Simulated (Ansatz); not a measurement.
```yaml
atoms:
  - { symbol: C, position_ang: [-0.2732, -1.4081, -2.2490] }
  - { symbol: C, position_ang: [-0.9416, -0.7650, -1.4033] }
  - { symbol: Ga, position_ang: [-0.1240, 0.5668, -3.3986] }
  - { symbol: H, position_ang: [-1.5180, -0.2509, -0.6556] }
  - { symbol: H, position_ang: [-1.0172, 1.6569, -2.3730] }
```

Geometry: B3LYP-D3(BJ)/def2-SVPD.

All numbers below come from isolated molecule in a Gaussian basis; Kohn-Sham density functional theory, functional PBE0 (Ansatz 0.2.0).

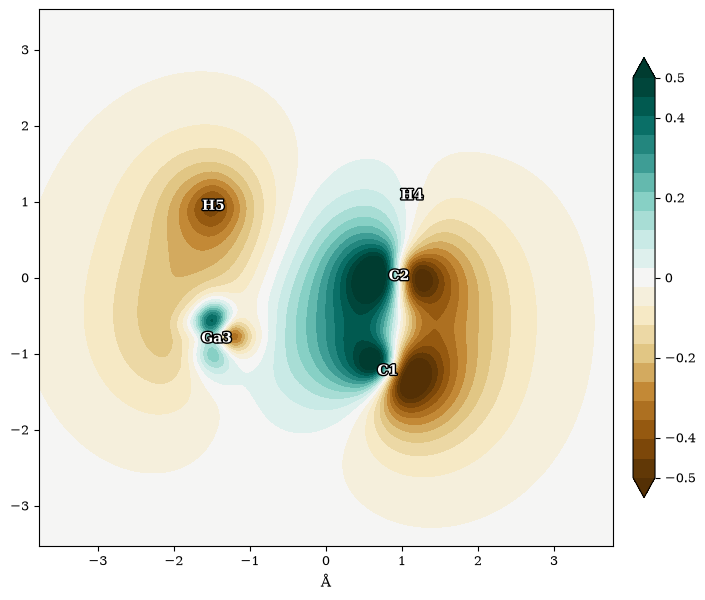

C₂H₂Ga (SMILES [CH-]=[C-][GaH+]) (charge −1). The HOMO−1 on the molecular plane (values in Å⁻³ᐟ²; the overall sign is arbitrary).

Q: What is the character of this orbital?

A: It lies mainly on C1 (about 35 %), C2 (about 30 %), Ga3 (about 20 %) and H5 (about 15 %); it is symmetric in the molecular plane (an in-plane orbital: σ, lone-pair or in-plane π type). Its energy is −2.51 eV.
